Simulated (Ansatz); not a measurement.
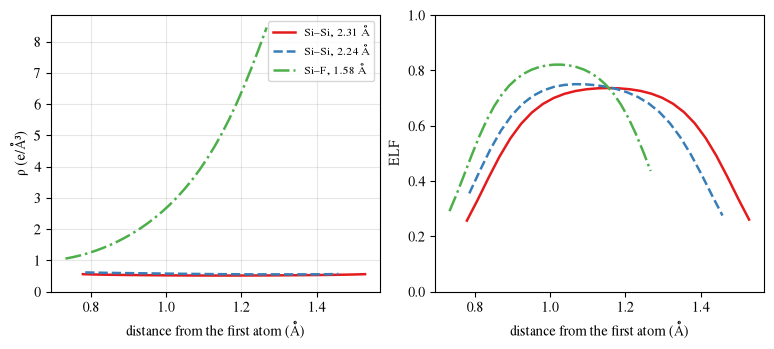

The picture shows: FSi3 (SMILES F[Si]1=[Si]=[Si+]1) (charge +1, triplet). Electron density and ELF along straight lines between neighbouring atoms. The curves leave out the atomic cores.

Geometry: PBE0-D3(BJ)/def2-SVP.

Level of theory: isolated molecule in a Gaussian basis; Kohn-Sham density functional theory, functional PBE0 in Ansatz 0.2.0.

What can be read from the curves?

Answer. Si–Si (2.31 Å): ρ at the midpoint is about 0.51 e/Å³; the ELF peaks at about 0.75 between the atoms.
Si–Si (2.24 Å): ρ at the midpoint is about 0.56 e/Å³; the ELF peaks at about 0.75 between the atoms; a covalent bond.
Si–F (1.58 Å): the density is about 1.2 e/Å³ at the midpoint; the ELF peaks at about 0.80 in the valence shell of F, 0.6 Å from its nucleus, and is about 0.50 at the midpoint.
